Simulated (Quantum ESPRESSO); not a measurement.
# λ and ρ(T) of Ir (Fm-3m) from pw.x, ph.x and EPW

How strongly do phonons scatter the electrons of Ir (Fm-3m), and how dense must the meshes be?

Main program and level: Quantum ESPRESSO 7.5; DFT LDA, scalar-relativistic, plane waves, PseudoDojo 0.4.1 norm-conserving pseudopotentials.

**What experiment says.**

“List of superconductors” (2026, Wikipedia's table of superconducting elements, as read in December) quotes from earlier work for Ir (bulk crystal): superconducting transition temperature (bulk, normal pressure) 0.14 K.

**1. The structure**

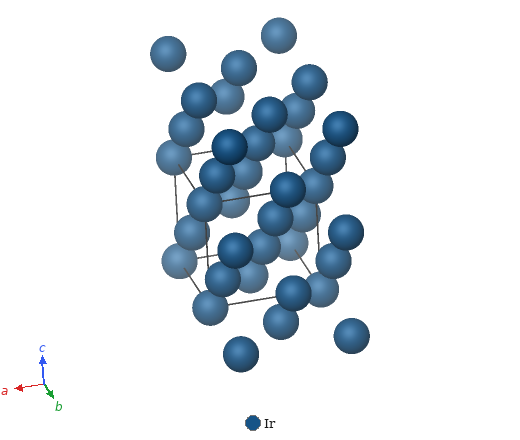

The starting structure, seen from a free direction (iridium blue). 1×2×2 cells are drawn. This picture shows the conventional cell, with its axes. Some periodic images of atoms are drawn too.

**2. Relaxation**

The cell is relaxed under the functional used for all that follows.

relax.in reads:

```
 &control
    calculation='vc-relax',
    prefix='x',
    outdir='./tmp',
    pseudo_dir='./pseudo',
    tprnfor=.true.,
    tstress=.true.,
    etot_conv_thr=1.0d-05,
    forc_conv_thr=4.0d-04,
 /
 &system
    ibrav=0,
    nat=1,
    ntyp=1,
    ecutwfc=56.0,
    occupations='smearing',
    smearing='mv',
    degauss=0.02,
 /
 &electrons
    conv_thr=1.0d-11,
 /
 &ions
 /
 &cell
    press_conv_thr=0.4,
 /
ATOMIC_SPECIES
 Ir    192.2170  Ir.upf
CELL_PARAMETERS angstrom
     0.000000000    1.915600000    1.915600000
     1.915600000    0.000000000    1.915600000
     1.915600000    1.915600000    0.000000000
ATOMIC_POSITIONS crystal
 Ir     0.000000000   0.000000000   0.000000000
K_POINTS automatic
 12 12 12 0 0 0
```

On the command line:

```
> OMP_NUM_THREADS=1 mpirun -n 8 pw.x -nk 8 -in relax.in > relax.out
```

The log of the run:

```text
Program PWSCF v.7.5

     This program is part of the open-source Quantum ESPRESSO suite
     for quantum simulation of materials; please cite
         "P. Giannozzi et al., J. Phys.:Condens. Matter 21 395502 (2009);
         "P. Giannozzi et al., J. Phys.:Condens. Matter 29 465901 (2017);
         "P. Giannozzi et al., J. Chem. Phys. 152 154105 (2020);
     in publications or presentations arising from this work. More details at

     Message from routine setup:
     using ibrav=0 with symmetry is DISCOURAGED, use correct ibrav instead

     G-vector sticks info
     --------------------
     sticks:   dense  smooth     PW     G-vecs:    dense   smooth      PW
     Sum         409     409    127                 5329     5329     965

     Using Slab Decomposition

     bravais-lattice index     =            0
     lattice parameter (alat)  =       5.1194  a.u.
     unit-cell volume          =      94.8727 (a.u.)^3
     number of atoms/cell      =            1
     number of atomic types    =            1
     number of electrons       =        17.00
     number of Kohn-Sham states=           13
     kinetic-energy cutoff     =      56.0000  Ry
     charge density cutoff     =     224.0000  Ry
     scf convergence threshold =      1.0E-11
     mixing beta               =       0.7000
     number of iterations used =            8  plain     mixing
     energy convergence thresh.=      1.0E-05
     force convergence thresh. =      4.0E-04
     press convergence thresh. =      4.0E-01
     Exchange-correlation= SLA  PW   NOGX NOGC
                           (   1   4   0   0   0   0   0)
     nstep                     =           50

     celldm(1)=   5.119396  celldm(2)=   0.000000  celldm(3)=   0.000000
     celldm(4)=   0.000000  celldm(5)=   0.000000  celldm(6)=   0.000000

     crystal axes: (cart. coord. in units of alat)
               a(1) = (   0.000000   0.707107   0.707107 )
               a(2) = (   0.707107   0.000000   0.707107 )
               a(3) = (   0.707107   0.707107   0.000000 )
[...]
number of Kohn-Sham states=           13
     number of k points=    72  Marzari-Vanderbilt smearing, width (Ry)=  0.0200
     estimated scf accuracy    <       0.01825933 Ry
     estimated scf accuracy    <       0.00360687 Ry
     estimated scf accuracy    <       0.00003804 Ry
     estimated scf accuracy    <       0.00000080 Ry
     estimated scf accuracy    <       0.00000009 Ry
     estimated scf accuracy    <          5.3E-11 Ry
     estimated scf accuracy    <          1.7E-11 Ry
     the Fermi energy is    26.4063 ev
!    total energy              =    -229.92496800 Ry
     estimated scf accuracy    <          8.0E-15 Ry
     convergence has been achieved in   8 iterations
          total   stress  (Ry/bohr**3)                   (kbar)     P=       -2.07
   JOB DONE.
```

Elapsed: 5.7 s, on 8 MPI ranks of Arm Neoverse V2, shared host.

This step gave:

```yaml
free_energy: -3128.2886 eV
pressure: -0.207 GPa
volume_per_atom: 13.75 Å³/atom
```

The volume ends at 13.75 Å³ an atom, -2.2 % from the start.

**3. Ground state**

Linear response needs a tightly converged ground state.

scf.in reads:

```
 &control
    calculation='scf',
    prefix='x',
    outdir='./tmp',
    pseudo_dir='./pseudo',
    tprnfor=.true.,
    tstress=.true.,
 /
 &system
    ibrav=0,
    nat=1,
    ntyp=1,
    ecutwfc=56.0,
    occupations='smearing',
    smearing='mv',
    degauss=0.02,
 /
 &electrons
    conv_thr=1.0d-12,
 /
ATOMIC_SPECIES
 Ir    192.2170  Ir.upf
CELL_PARAMETERS angstrom
     0.000000000    1.901452400    1.901452400
     1.901452400    0.000000000    1.901452400
     1.901452400    1.901452400    0.000000000
ATOMIC_POSITIONS crystal
 Ir     0.000000000   0.000000000   0.000000000
K_POINTS automatic
 12 12 12 0 0 0
```

On the command line:

```
> OMP_NUM_THREADS=1 mpirun -n 8 pw.x -nk 8 -in scf.in > scf.out
```

The log of the run:

```text
[banner, memory and clock lines left out]
[...]
number of Kohn-Sham states=           13
     number of k points=    72  Marzari-Vanderbilt smearing, width (Ry)=  0.0200
     estimated scf accuracy    <       0.01779794 Ry
     estimated scf accuracy    <       0.00328640 Ry
     estimated scf accuracy    <       0.00003719 Ry
     estimated scf accuracy    <       0.00000074 Ry
     estimated scf accuracy    <       0.00000010 Ry
     estimated scf accuracy    <          5.1E-11 Ry
     estimated scf accuracy    <          1.3E-11 Ry
     the Fermi energy is    26.4063 ev
!    total energy              =    -229.92496800 Ry
     estimated scf accuracy    <          1.7E-14 Ry
     convergence has been achieved in   8 iterations
          total   stress  (Ry/bohr**3)                   (kbar)     P=       -2.07
```

The job ended after 1.9 s (8 MPI ranks).

This step gave:

```yaml
fermi_energy: 26.41 eV
```

The Fermi level lies at 26.41 eV and the pressure is -0.21 GPa.

**4. Phonons on the coarse mesh**

ph.x gives the dynamical matrices and the changes of the potential on a coarse q mesh, which EPW interpolates.

ph.in reads:

```
phonons
 &inputph
    prefix='x',
    outdir='./tmp',
    tr2_ph=1.0d-14,
    fildyn='x.dyn',
    fildvscf='dvscf',
    ldisp=.true.,
    nq1=4,
    nq2=4,
    nq3=4,
    alpha_mix(1)=0.5,
    amass(1)=192.217,
 /
```

On the command line:

```
> OMP_NUM_THREADS=1 mpirun -n 8 ph.x -nk 8 -in ph.in > ph.out
```

The log of the run:

```text
[banner, memory and clock lines left out]
Program PHONON v.7.5

     ./tmp/x.save/

     IMPORTANT: XC functional enforced from input :
     Exchange-correlation= PW
                           (   1   4   0   0   0   0   0)
     Any further DFT definition will be discarded
     Please, verify this is what you really want

     G-vector sticks info

     Reading collected, re-writing distributed wavefunctions in ./tmp/

     Dynamical matrices for ( 4, 4, 4)  uniform grid of q-points
     (   8 q-points):
       N         xq(1)         xq(2)         xq(3)
       1   0.000000000   0.000000000   0.000000000
       2   0.176776695   0.176776695  -0.176776695
       3  -0.353553391  -0.353553391   0.353553391
       4   0.353553391   0.000000000   0.000000000
       5  -0.176776695  -0.530330086   0.530330086
       6   0.000000000  -0.353553391   0.353553391
       7  -0.707106781   0.000000000   0.000000000
       8  -0.707106781   0.353553391   0.000000000

     Number and degeneracy of irreps per q-point
       N         xq(1)         xq(2)         xq(3)   N irreps
       1   0.000000000   0.000000000   0.000000000       1
        3
       2   0.176776695   0.176776695  -0.176776695       2
        1   2
       3  -0.353553391  -0.353553391   0.353553391       2
        1   2
       4   0.353553391   0.000000000   0.000000000       2
        1   2
       5  -0.176776695  -0.530330086   0.530330086       3
     No degeneracy
       6   0.000000000  -0.353553391   0.353553391       3
     No degeneracy
       7  -0.707106781   0.000000000   0.000000000       2
        1   2
       8  -0.707106781   0.353553391   0.000000000       2
        1   2

     Saving dvscf to file. Distribute only q points, not irreducible representations.

     Calculation of q =    0.0000000   0.0000000   0.0000000

     phonons

     bravais-lattice index     =            0
     lattice parameter (alat)  =       5.0816  a.u.
     unit-cell volume          =      92.7861 (a.u.)^3
     number of atoms/cell      =            1
     number of atomic types    =            1
     kinetic-energy cut-off    =      56.0000  Ry
     charge density cut-off    =     224.0000  Ry
     convergence threshold     =      1.0E-14
     beta                      =       0.5000
     number of iterations used =            4
     Exchange-correlation= PW
                           (   1   4   0   0   0   0   0)

     celldm(1)=    5.08159  celldm(2)=    0.00000  celldm(3)=    0.00000
     celldm(4)=    0.00000  celldm(5)=    0.00000  celldm(6)=    0.00000

     crystal axes: (cart. coord. in units of alat)
               a(1) = (  0.0000  0.7071  0.7071 )
               a(2) = (  0.7071  0.0000  0.7071 )
               a(3) = (  0.7071  0.7071  0.0000 )

     reciprocal axes: (cart. coord. in units 2 pi/alat)
               b(1) = ( -0.7071  0.7071  0.7071 )
               b(2) = (  0.7071 -0.7071  0.7071 )
               b(3) = (  0.7071  0.7071 -0.7071 )

     Atoms inside the unit cell:

     Cartesian axes

     site n.  atom      mass           positions (alat units)
        1  Ir    192.2170   tau(    1) = (    0.00000    0.00000    0.00000  )

     Computing dynamical matrix for
                    q = (   0.0000000   0.0000000   0.0000000 )

     49 Sym.Ops. (with q -> -q+G )

     G cutoff =  146.5166  (   5209 G-vectors)     FFT grid: ( 25, 25, 25)

     number of k points=    72  Marzari-Vanderbilt smearing, width (Ry)=  0.0200

     PseudoPot. # 1 for Ir read from file:
     ./pseudo/Ir.upf
     Pseudo is Norm-conserving + core correction, Zval = 17.0
     Using radial grid of 1296 points,  8 beta functions with:
                l(1) =   0
                l(2) =   0
                l(3) =   1
                l(4) =   1
                l(5) =   2
                l(6) =   2
                l(7) =   3
                l(8) =   3

     Mode symmetry, O_h (m-3m)  point group:

     Atomic displacements:
     There are    1 irreducible representations

     Representation     1      3 modes -  To be done

     Alpha used in Ewald sum =   2.2000

     Representation #   1 modes #   1   2   3

     Self-consistent Calculation

     Pert. #  1: Fermi energy shift (Ry) =    -3.3173E-25    -2.7428E-38
     Pert. #  2: Fermi energy shift (Ry) =     1.7233E-25    -4.7020E-38
     Pert. #  3: Fermi energy shift (Ry) =    -1.0340E-25    -4.3101E-38

      thresh= 1.000E-02 alpha_mix =  0.500 |ddv_scf|^2 =  1.621E-05

     Pert. #  1: Fermi energy shift (Ry) =     1.2192E-24     2.3265E-38
     Pert. #  2: Fermi energy shift (Ry) =     1.6371E-25     8.0815E-39
     Pert. #  3: Fermi energy shift (Ry) =    -2.9296E-25     5.6326E-39

      thresh= 4.026E-04 alpha_mix =  0.500 |ddv_scf|^2 =  4.314E-07

     Pert. #  1: Fermi energy shift (Ry) =    -3.4466E-26     3.6734E-40
     Pert. #  2: Fermi energy shift (Ry) =    -2.7573E-25     9.7958E-40
     Pert. #  3: Fermi energy shift (Ry) =     2.7573E-25    -8.5713E-40

      thresh= 6.568E-05 alpha_mix =  0.500 |ddv_scf|^2 =  5.769E-09

     Pert. #  1: Fermi energy shift (Ry) =     8.1318E-26    -1.5306E-40
     Pert. #  2: Fermi energy shift (Ry) =    -1.8956E-25     6.1224E-41
     Pert. #  3: Fermi energy shift (Ry) =    -1.8095E-25     2.7551E-40

      thresh= 7.596E-06 alpha_mix =  0.500 |ddv_scf|^2 =  3.925E-11

     Pert. #  1: Fermi energy shift (Ry) =    -5.0002E-25     1.9132E-42
     Pert. #  2: Fermi energy shift (Ry) =    -2.8757E-25    -2.6785E-41
     Pert. #  3: Fermi energy shift (Ry) =     2.1541E-25     7.6530E-42

      thresh= 6.265E-07 alpha_mix =  0.500 |ddv_scf|^2 =  1.114E-12

     Pert. #  1: Fermi energy shift (Ry) =    -3.8774E-25    -1.4349E-42
     Pert. #  2: Fermi energy shift (Ry) =    -1.3894E-25     4.3048E-42
     Pert. #  3: Fermi energy shift (Ry) =    -1.4217E-25     7.1746E-43

      thresh= 1.055E-07 alpha_mix =  0.500 |ddv_scf|^2 =  4.695E-14

     Pert. #  1: Fermi energy shift (Ry) =    -1.4944E-25    -1.4349E-42
     Pert. #  2: Fermi energy shift (Ry) =    -1.2925E-26    -9.5662E-43
     Pert. #  3: Fermi energy shift (Ry) =    -2.3534E-25     2.3915E-43

      thresh= 2.167E-08 alpha_mix =  0.500 |ddv_scf|^2 =  6.342E-17

     End of self-consistent calculation

     Convergence has been achieved

     Number of q in the star =    1
     List of q in the star:
          1   0.000000000   0.000000000   0.000000000

     Diagonalizing the dynamical matrix

     q = (    0.000000000   0.000000000   0.000000000 )

 **************************************************************************
     freq (    1) =       0.031480 [THz] =       1.050049 [cm-1]
     freq (    2) =       0.031480 [THz] =       1.050049 [cm-1]
[...]
thresh= 7.268E-06 alpha_mix =  0.500 |ddv_scf|^2 =  1.258E-10

      thresh= 1.122E-06 alpha_mix =  0.500 |ddv_scf|^2 =  1.525E-12

      thresh= 1.235E-07 alpha_mix =  0.500 |ddv_scf|^2 =  6.360E-15

     End of self-consistent calculation

     Convergence has been achieved

     Representation #   2 modes #   2   3

     Self-consistent Calculation

      thresh= 1.000E-02 alpha_mix =  0.500 |ddv_scf|^2 =  9.785E-05

      thresh= 9.892E-04 alpha_mix =  0.500 |ddv_scf|^2 =  1.222E-07

[...]
End of self-consistent calculation

     Convergence has been achieved

     Number of q in the star =    3
     List of q in the star:
          1  -0.707106781  -0.000000000   0.000000000
          2   0.000000000  -0.000000000  -0.707106781
          3  -0.000000000  -0.707106781   0.000000000

     Diagonalizing the dynamical matrix

     q = (   -0.707106781   0.000000000   0.000000000 )

 **************************************************************************
     freq (    1) =       4.713219 [THz] =     157.216076 [cm-1]
     freq (    2) =       4.713219 [THz] =     157.216076 [cm-1]
     freq (    3) =       6.388506 [THz] =     213.097606 [cm-1]
 **************************************************************************

     Mode symmetry, D_4h(4/mmm) point group:

     freq (   1-   2) =        157.2  [cm-1]   --> E_u  X_5' M_5'
     freq (   3-   3) =        213.1  [cm-1]   --> A_2u X_4' M_4'

     Calculation of q =   -0.7071068   0.3535534   0.0000000

     G-vector sticks info

     Title:
     phonons

     bravais-lattice index     =            0
     lattice parameter (alat)  =       5.0816  a.u.
     unit-cell volume          =      92.7861 (a.u.)^3
     number of atoms/cell      =            1
     number of atomic types    =            1
     number of electrons       =        17.00
     number of Kohn-Sham states=           13
     kinetic-energy cutoff     =      56.0000  Ry
     charge density cutoff     =     224.0000  Ry
     Exchange-correlation= PW
                           (   1   4   0   0   0   0   0)

     celldm(1)=   5.081587  celldm(2)=   0.000000  celldm(3)=   0.000000
     celldm(4)=   0.000000  celldm(5)=   0.000000  celldm(6)=   0.000000

     crystal axes: (cart. coord. in units of alat)
               a(1) = (   0.000000   0.707107   0.707107 )
               a(2) = (   0.707107   0.000000   0.707107 )
               a(3) = (   0.707107   0.707107   0.000000 )

     reciprocal axes: (cart. coord. in units 2 pi/alat)
               b(1) = ( -0.707107  0.707107  0.707107 )
               b(2) = (  0.707107 -0.707107  0.707107 )
               b(3) = (  0.707107  0.707107 -0.707107 )

     PseudoPot. # 1 for Ir read from file:
     ./pseudo/Ir.upf
     Pseudo is Norm-conserving + core correction, Zval = 17.0
     Using radial grid of 1296 points,  8 beta functions with:
[...]
atomic species   valence    mass     pseudopotential
     Ir               17.00   192.21700     Ir( 1.00)

     48 Sym. Ops., with inversion, found

   Cartesian axes

     site n.     atom                  positions (alat units)
         1        Ir     tau(   1) = (   0.0000000   0.0000000   0.0000000  )

     number of k points=   524  Marzari-Vanderbilt smearing, width (Ry)=  0.0200

     Number of k-points >= 100: set verbosity='high' to print them.

     Dense  grid:     5209 G-vectors     FFT dimensions: (  25,  25,  25)

     The potential is recalculated from file :
     ./tmp/_ph0/x.q_8/x.save/charge-density

     Starting wfcs are   10 atomic +    3 random wfcs

     Band Structure Calculation
     Davidson diagonalization with overlap

     ethr =  5.88E-11,  avg # of iterations = 12.8

     End of band structure calculation

     Number of k-points >= 100: set verbosity='high' to print the bands.

     the Fermi energy is    26.4063 ev

     Writing config to output data dir ./tmp/_ph0/x.q_8/x.save/ :
     XML data file

     phonons

     bravais-lattice index     =            0
     lattice parameter (alat)  =       5.0816  a.u.
     unit-cell volume          =      92.7861 (a.u.)^3
     number of atoms/cell      =            1
     number of atomic types    =            1
     kinetic-energy cut-off    =      56.0000  Ry
     charge density cut-off    =     224.0000  Ry
     convergence threshold     =      1.0E-14
     beta                      =       0.5000
     number of iterations used =            4
     Exchange-correlation= PW
                           (   1   4   0   0   0   0   0)

     celldm(1)=    5.08159  celldm(2)=    0.00000  celldm(3)=    0.00000
     celldm(4)=    0.00000  celldm(5)=    0.00000  celldm(6)=    0.00000

     crystal axes: (cart. coord. in units of alat)
               a(1) = (  0.0000  0.7071  0.7071 )
               a(2) = (  0.7071  0.0000  0.7071 )
               a(3) = (  0.7071  0.7071  0.0000 )

     reciprocal axes: (cart. coord. in units 2 pi/alat)
               b(1) = ( -0.7071  0.7071  0.7071 )
               b(2) = (  0.7071 -0.7071  0.7071 )
               b(3) = (  0.7071  0.7071 -0.7071 )

     Atoms inside the unit cell:

     Cartesian axes

     site n.  atom      mass           positions (alat units)
        1  Ir    192.2170   tau(    1) = (    0.00000    0.00000    0.00000  )

     Computing dynamical matrix for
                    q = (  -0.7071068   0.3535534   0.0000000 )

      8 Sym.Ops. (no q -> -q+G )

     G cutoff =  146.5166  (   5209 G-vectors)     FFT grid: ( 25, 25, 25)

     number of k points=   524  Marzari-Vanderbilt smearing, width (Ry)=  0.0200

     PseudoPot. # 1 for Ir read from file:
     ./pseudo/Ir.upf
     Pseudo is Norm-conserving + core correction, Zval = 17.0
     Using radial grid of 1296 points,  8 beta functions with:
                l(1) =   0
                l(2) =   0
                l(3) =   1
                l(4) =   1
                l(5) =   2
                l(6) =   2
                l(7) =   3
                l(8) =   3

     Mode symmetry, D_2d (-42m) point group:

     Atomic displacements:
     There are    2 irreducible representations

     Representation     1      1 modes -  To be done

     Representation     2      2 modes -  To be done

     Alpha used in Ewald sum =   2.2000

     Representation #   1 mode #   1

     Self-consistent Calculation

[...]
thresh= 1.044E-08 alpha_mix =  0.500 |ddv_scf|^2 =  1.809E-15

     End of self-consistent calculation

     Convergence has been achieved

     Representation #   2 modes #   2   3

     Self-consistent Calculation

      thresh= 1.000E-02 alpha_mix =  0.500 |ddv_scf|^2 =  3.407E-04

      thresh= 1.846E-03 alpha_mix =  0.500 |ddv_scf|^2 =  2.245E-05

      thresh= 4.738E-04 alpha_mix =  0.500 |ddv_scf|^2 =  6.281E-08

      thresh= 2.506E-05 alpha_mix =  0.500 |ddv_scf|^2 =  2.372E-09

      thresh= 4.871E-06 alpha_mix =  0.500 |ddv_scf|^2 =  9.138E-12

      thresh= 3.023E-07 alpha_mix =  0.500 |ddv_scf|^2 =  9.273E-13

      thresh= 9.630E-08 alpha_mix =  0.500 |ddv_scf|^2 =  6.462E-15

     End of self-consistent calculation

     Convergence has been achieved

     Number of q in the star =    6
     List of q in the star:
          1  -0.707106781   0.353553391  -0.000000000
          2   0.707106781   0.000000000   0.353553391
          3   0.707106781  -0.000000000  -0.353553391
          4   0.707106781  -0.353553391   0.000000000
          5   0.353553391  -0.000000000  -0.707106781
          6  -0.353553391  -0.000000000   0.707106781

     Diagonalizing the dynamical matrix

     q = (   -0.707106781   0.353553391   0.000000000 )

 **************************************************************************
     freq (    1) =       5.278319 [THz] =     176.065756 [cm-1]
     freq (    2) =       5.526211 [THz] =     184.334572 [cm-1]
     freq (    3) =       5.526211 [THz] =     184.334572 [cm-1]
 **************************************************************************

     Mode symmetry, D_2d (-42m) point group:

     freq (   1-   1) =        176.1  [cm-1]   --> B_2  X_3  W_2
     freq (   2-   3) =        184.3  [cm-1]   --> E    X_5  W_3
```

Run time: 5.6 min. Hardware: 8 MPI ranks; 41 min of CPU time.

This step gave:

```
lowest frequency off the zone centre                                            : 93.66 cm⁻¹
largest magnitude of the acoustic modes at the zone centre, before the sum rule : 1.050 cm⁻¹
```

[end of part 1 of 4]

[The logs of pw.x and epw.x are selected lines.]

[Logs are printed without paths, hosts, clocks, repeated set-up lines and the standing remarks that a program may print on its own settings, such as how far it seeks lower states.]

[Hosts, paths, dates, database ids (printed as entryN), source tags and the programs' standing remarks are cut or masked in the printed files.]
